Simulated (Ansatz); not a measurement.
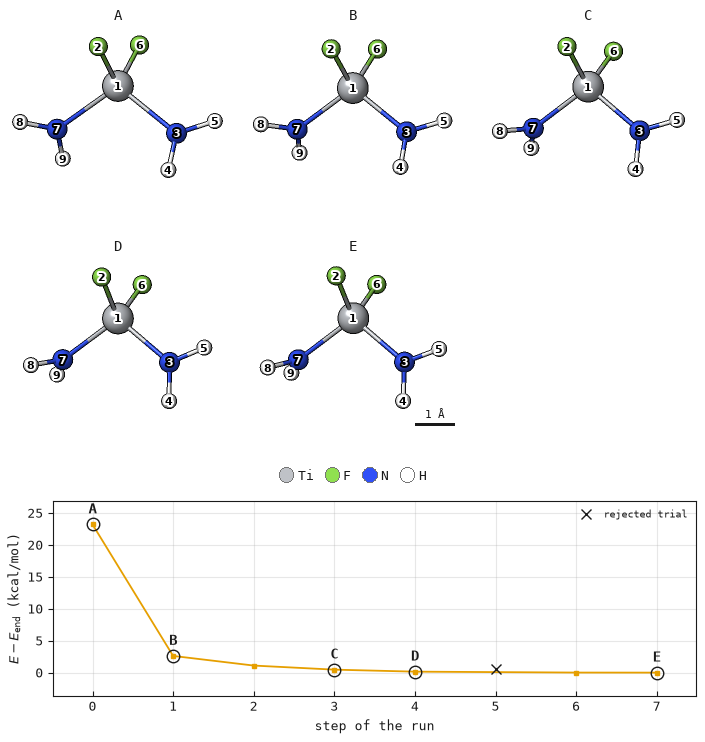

Frames of a relaxation of TiN₂H₄F₂, marked on the history of the run. Style: ball-and-stick. Shown at a tilt.

The run prepares the start of a later molecular dynamics calculation, from a guessed geometry.

Level of theory: RKS PBE-D4/def2-SVP (Ansatz).

The input:
```yaml
crystal:
  periodic: [false, false, false]
  atoms:
    - { symbol: Ti, position_ang: [0.0, 0.0, 0.0] }
    - { symbol: F, position_ang: [0.0, 0.0, 1.83] }
    - { symbol: "N", position_ang: [1.9426, 0.0, -0.686] }
    - { symbol: H, position_ang: [2.4408, -0.918, -0.8667] }
    - { symbol: H, position_ang: [2.4438, 0.918, -0.8582] }
    - { symbol: F, position_ang: [-0.8619, 1.4933, -0.6094] }
    - { symbol: "N", position_ang: [-0.9703, -1.681, -0.686] }
    - { symbol: H, position_ang: [-1.5052, -2.2973, -0.0095] }
    - { symbol: H, position_ang: [-0.9349, -1.9302, -1.7156] }
basis:
  gaussian: { orbitals: def2-SVP }
hamiltonian:
  xc: pbe
  dispersion: d4
relax:
  f_tol: 0.02
  max_steps: 40
output:
  orbitals: {}
```

Run as
```bash
ansatz run input.yaml --threads 4 --pin off --max-ram 5120MiB --backend cpu --events-out ev --progress --plain --runs-dir out
```

Q: What happens along the run?

A: Over 6 accepted moves (7 points after the start) the energy falls by 23.2 kcal/mol. Largest force component: 2.2 eV/Å at the start, 0.0094 eV/Å at the end. The line search rejected the trial step at point 5 of the run. H8 moves most after the best rigid fit: 0.60 Å. Largest moves by element: H 0.60 Å, F 0.25 Å, N 0.19 Å, Ti 0.07 Å. Near-neighbour distances that change, for instance: Ti1–N7 2.059 → 1.871 Å, Ti1–N3 2.060 → 1.877 Å, Ti1–F2 1.830 → 1.769 Å, N3–H4 1.060 → 1.024 Å. Bond angles that change, for instance: H4–N3–H5 120.0° → 110.1°, Ti1–N3–H4 120.0° → 127.5°, Ti1–N7–H8 120.0° → 124.8°. Groups turn about Ti1–N7 by about 40°, Ti1–N3 by about 30°. From step 0 to 1: H8 moves most (0.19 Å), energy −20.6 kcal/mol. From step 1 to 3: H8 moves most (0.26 Å), energy −2.15 kcal/mol. From step 3 to 4: H5 moves most (0.20 Å), energy −0.31 kcal/mol. From step 4 to 7: H8 moves most (0.09 Å), energy −0.15 kcal/mol.

```tsv
step	E − E(0), kcal/mol	largest force component, eV/Å	note
0	0.00	2.1512	
1	-20.59	1.2716	
2	-22.10	0.3495	
3	-22.74	0.3952	
4	-23.05	0.2332	
5	-22.69	0.3922	rejected
6	-23.20	0.0293	
7	-23.20	0.0094
```
